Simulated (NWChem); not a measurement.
# CH7AlOSi (SMILES [CH3][AlH][O][SiH3]): HF/3-21G

Wanted: a structure relaxation of CH7AlOSi. 

The calculation is run with NWChem 7.3.0.

9 further runs of the same task are left out: 2 that didn't finish, 7 set aside as unsound or not needed. Runs told in other sessions of the task aren't counted.

## (1) The structure to begin with

The species is CH7AlOSi (11 atoms), meant as a singlet with charge 0. SMILES: `[CH3][AlH][O][SiH3]`. The shape is that of a PBE0-D4/def2-TZVP optimisation. This is one conformer, not always the lowest. The run starts from this shape.

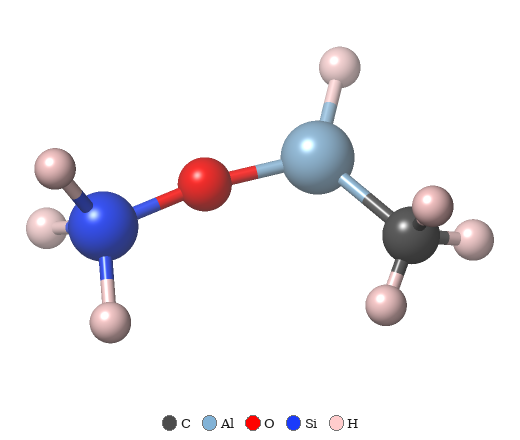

The structure, seen from a chosen angle (carbon dark grey, aluminium light blue, oxygen red, silicon blue, hydrogen pink).

## (2) A structure relaxation at HF/3-21G

The input, ch7alosi.nw:

```
start ch7alosi
memory stack 880 mb heap 220 mb global 1100 mb
charge 0

geometry units angstrom
C     -1.516100     1.536800    -0.427400
Al    -1.148200    -0.171900     0.419400
O      0.407500    -0.823300     0.350400
Si     1.960700    -1.220800     0.113400
H     -0.796600     1.774200    -1.214900
H     -1.467000     2.345400     0.310900
H     -2.521600     1.566500    -0.857000
H     -2.226500    -1.018100     1.209700
H      2.731500    -1.046600     1.374000
H      2.573500    -0.359900    -0.936300
H      2.068100    -2.639400    -0.321500
end

basis spherical bse
* library 3-21G
end

scf
thresh 1e-07
maxiter 80
print low
end

driver
maxiter 60
end

freq
temp 2 298.15 573.15
end

task scf optimize
task scf frequencies
```

Launch:

```
$ nwchem ch7alosi.nw > ch7alosi.out
```

Output:

```text
[...]
  functions       =    58
[...]
  wavefunction    = RHF
[...]
         Total SCF energy =   -644.261200814252
[...]
@    0    -644.26120081  0.0D+00  0.02591  0.00510  0.00000  0.00000      2.6
[...]
         Total SCF energy =   -644.262682526287
[...]
@    1    -644.26277438 -1.6D-03  0.00535  0.00126  0.04953  0.15199      5.9
[...]
@   21    -644.26343528 -9.5D-08  0.00002  0.00001  0.00644  0.01995     61.2
[...]
         Total SCF energy =   -644.263435291589
[...]
@   22    -644.26343529 -7.9D-09  0.00001  0.00000  0.00081  0.00244     62.9
[...]
         Total SCF energy =   -644.263435293136
[...]
         Total SCF energy =   -644.263435293136
[...]
                         RHF ENERGY GRADIENTS
    atom               coordinates                        gradient
                 x          y          z           x          y          z
   1 C       1.662784   4.773426  -0.000934   -0.000001   0.000000   0.000002
   2 Al     -1.045708   2.195754  -0.166370   -0.000004  -0.000001   0.000013
   3 O      -0.336112  -0.898981  -0.025426   -0.000003   0.000000  -0.000033
   4 Si      0.364304  -3.934078   0.112715    0.000004  -0.000002   0.000021
   5 H       3.035351   4.521315  -1.512713    0.000001  -0.000000  -0.000002
   6 H       2.704416   4.656790   1.769774    0.000000  -0.000000   0.000001
   7 H       0.900483   6.674327  -0.155117   -0.000001   0.000002  -0.000000
   8 H      -3.964461   2.928381  -0.434391    0.000006  -0.000001   0.000003
   9 H      -0.338571  -5.023233   2.607346   -0.000001   0.000001  -0.000002
  10 H       3.120456  -4.357599  -0.259043   -0.000002   0.000001   0.000000
  11 H      -0.987401  -5.379988  -1.884099    0.000000  -0.000000  -0.000001
[...]
@   23    -644.26343529 -1.5D-09  0.00001  0.00000  0.00007  0.00021     64.4
[...]
      Optimization converged
[...]
@   23    -644.26343529 -1.5D-09  0.00001  0.00000  0.00007  0.00021     64.4
[...]
         Total SCF energy =   -644.263435293136
      One-electron energy =  -1289.127410302408
      Two-electron energy =    445.952044873818
 Nuclear repulsion energy =    198.911930135454
        Time for solution =      0.1s
[...]
 Zero-Point correction to Energy  =   48.393 kcal/mol  (  0.077119 au)
 Thermal correction to Energy     =   60.148 kcal/mol  (  0.095852 au)
 Thermal correction to Enthalpy   =   61.287 kcal/mol  (  0.097666 au)
 Total Entropy                    =  100.418 cal/mol-K
   - Translational                =   42.632 cal/mol-K (mol. weight =  90.0082)
   - Rotational                   =   28.452 cal/mol-K (symmetry #  =        1)
   - Vibrational                  =   29.334 cal/mol-K
 Cv (constant volume heat capacity) =   33.299 cal/mol-K
   - Translational                  =    2.979 cal/mol-K
   - Rotational                     =    2.979 cal/mol-K
   - Vibrational                    =   27.340 cal/mol-K
[...]
 Normal Eigenvalue ||           Projected Infra Red Intensities
  Mode   [cm**-1]  || [atomic units] [(debye/angs)**2] [(KM/mol)] [arbitrary]
 ------ ---------- || -------------- ----------------- ---------- -----------
    1       -5.698 ||    0.000123           0.003         0.120       0.012
    2        0.000 ||    0.000054           0.001         0.052       0.005
    3        0.000 ||    0.000000           0.000         0.000       0.000
    4        0.000 ||    0.000027           0.001         0.027       0.003
    5        0.000 ||    0.000008           0.000         0.008       0.001
    6        0.000 ||    0.000022           0.000         0.021       0.002
    7        0.000 ||    0.000211           0.005         0.206       0.020
    8       46.216 ||    0.000004           0.000         0.004       0.000
    9       97.772 ||    0.000081           0.002         0.079       0.008
   10      167.867 ||    0.000242           0.006         0.236       0.023
   11      263.243 ||    0.022670           0.523        22.100       2.181
   12      472.405 ||    0.132998           3.068       129.653      12.795
   13      543.011 ||    0.006078           0.140         5.925       0.585
   14      678.868 ||    0.018412           0.425        17.948       1.771
[...]
```

Wall time 73 s (1 thread of Intel Xeon 6975P-C (Granite Rapids), shared host); peak memory 0.11 GiB.

Steps, from the record of the run:

| step | energy from the first frame kept (eV) |
| --- | --- |
| 0 | 0.0000 |
| 1 | -0.0428 |
| 2 | -0.0525 |
| 3 | -0.0554 |
| 4 | -0.0575 |
| 5 | -0.0577 |
| 6 | -0.0578 |
| 7 | -0.0578 |
| 8 | -0.0578 |
| 9 | -0.0579 |
| 10 | -0.0580 |
| 11 | -0.0584 |
| 12 | -0.0594 |
| 13 | -0.0597 |
| 14 | -0.0602 |
| 15 | -0.0605 |
| 16 | -0.0607 |
| 17 | -0.0608 |
| 18 | -0.0608 |
| 19 | -0.0608 |
| 20 | -0.0608 |
| 21 | -0.0608 |
| 22 | -0.0608 |
| 23 | -0.0608 |

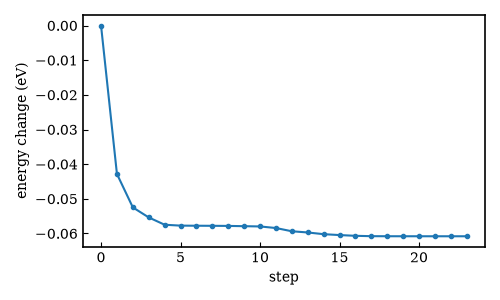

Energy along the run.

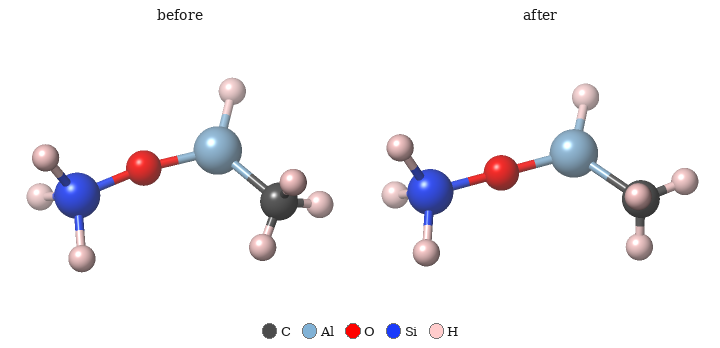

Before and after, at one scale.

After the run. Bond lengths: C1–Al2 1.981 Å, Al2–O3 1.682 Å, O3–Si4 1.650 Å, C1–H5 1.089 Å, C1–H6 1.089 Å, C1–H7 1.087 Å, Al2–H8 1.599 Å, Si4–H9 1.488 Å, Si4–H10 1.489 Å, Si4–H11 1.488 Å. Some angles: C1–Al2–O3 120.5°, Al2–O3–Si4 179.9°, C1–Al2–H8 122.4°, O3–Al2–H8 117.1°, Al2–C1–H5 111.5°, Al2–C1–H6 111.4°, Al2–C1–H7 111.4°, O3–Si4–H9 111.1°, O3–Si4–H10 111.1°, O3–Si4–H11 111.2°.

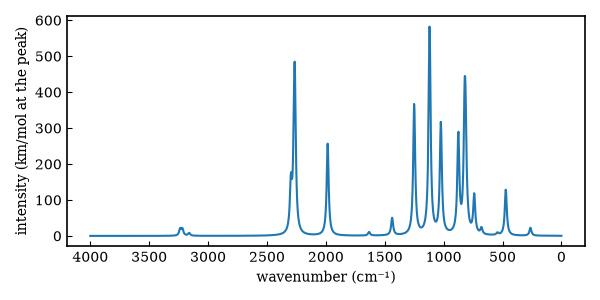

Harmonic infrared spectrum, unscaled, lines broadened by 10 cm⁻¹.

## (3) Results

At HF/3-21G:

```
                   quantity                value
    total energy at the end        -644.26344 Eh
 lowest harmonic wavenumber  6i cm⁻¹ (imaginary)
highest harmonic wavenumber            3237 cm⁻¹
```

At the final geometry: Bond lengths: C1–Al2 1.981 Å, Al2–O3 1.682 Å, O3–Si4 1.650 Å, C1–H5 1.089 Å, C1–H6 1.089 Å, C1–H7 1.087 Å, Al2–H8 1.599 Å, Si4–H9 1.488 Å, Si4–H10 1.489 Å, Si4–H11 1.488 Å. Some angles: C1–Al2–O3 120.5°, Al2–O3–Si4 179.9°, C1–Al2–H8 122.4°, O3–Al2–H8 117.1°, Al2–C1–H5 111.5°, Al2–C1–H6 111.4°, Al2–C1–H7 111.4°, O3–Si4–H9 111.1°, O3–Si4–H10 111.1°, O3–Si4–H11 111.2°. 1 mode is imaginary (lowest 6i cm⁻¹); so small a value may be numerical noise or a very soft motion. The optimisation took 24 steps and changed the energy by -0.061 eV.
